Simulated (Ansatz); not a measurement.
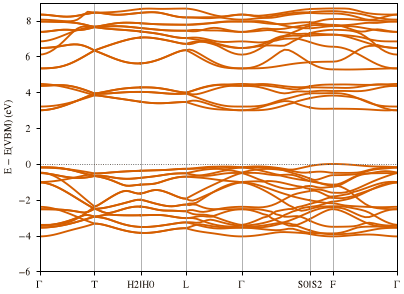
*Band structure from PBE in the plane-wave PAW code Ansatz*

The gap is 2.99 eV; an edge lies off the plotted path or next to a special point (maximum at F, minimum off the standard path).

The material is CaTiO₃ in space group R3c (No. 161; Ca on 6a, Ti on 6a, O on 18b).

The start of the workflow was typed in or built on a structure type; neither database checked (COD, Materials Project) lists it. COD files the formula under space group No. 11, 62, 65, 140, 221, so this cell is another polymorph or a model. Its standing as an ambient phase is unchecked. Symmetry was held in the PBE relaxation; its stability against distortions is not shown here. The workflow began spin-polarised and lost its moments.

Potentials: the later of the program's two PAW sets.
